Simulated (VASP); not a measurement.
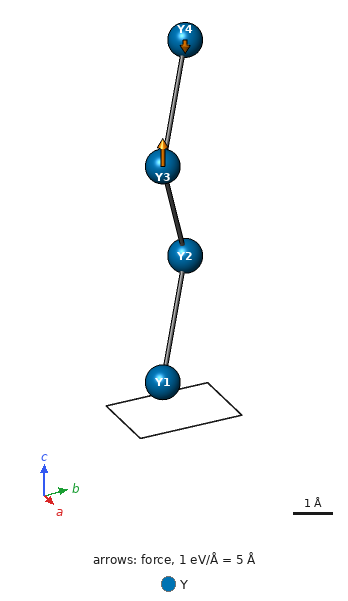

Starting geometry of a slab of composition Y with the computed forces as orange arrows. The picture is a ball-and-stick view of the cell of the calculation, outlined in the plane, without the vacuum, seen slightly off an axis.

The run lets the atoms move in a fixed cell. 2 atoms are held fixed.

Computed with Kohn-Sham DFT of a periodic cell, RPBE, VASP PAW PBE potentials, recommended (VASP 6.6.1).

Input
```
SYSTEM = Y
ALGO = Normal ; DIPOL = 0.5 0.5 0.500
EDIFF = 1E-6 ; EDIFFG = -0.02
ENCUT = 520 ; GGA = RP
IBRION = 2 ; IDIPOL = 3
ISIF = 2 ; ISMEAR = 0
LASPH = .TRUE. ; LCHARG = .FALSE.
LDIPOL = .TRUE. ; LREAL = .FALSE.
LWAVE = .FALSE. ; NELM = 100
NSW = 40 ; PREC = Accurate
SIGMA = 0.05
```

Launched with:
```bash
cat potpaw_PBE.64/Y_sv/POTCAR > POTCAR
mpirun -np 1 vasp_std > vasp.out
```

Question: What follows when this structure is relaxed?

Answer: It isn't relaxed: the largest force vector, on Y3, is 0.15 eV/Å. The atoms end up moving mostly along the starting forces (cosine between the two patterns 1.00). Over 3 geometry steps the energy falls by 3.3 meV per cell of the calculation. The largest force component goes from 0.15 to 0.091 eV/Å. Y3 moves most: 0.035 Å along the normal (+c). The lattice vectors keep their values. Some distances before and after: Y3–Y4 3.564 → 3.522 Å, Y2–Y3 3.564 → 3.592 Å. It ran on 1 thread of Intel(R) Xeon(R) Platinum 8488C (Sapphire Rapids), with other jobs on the host.
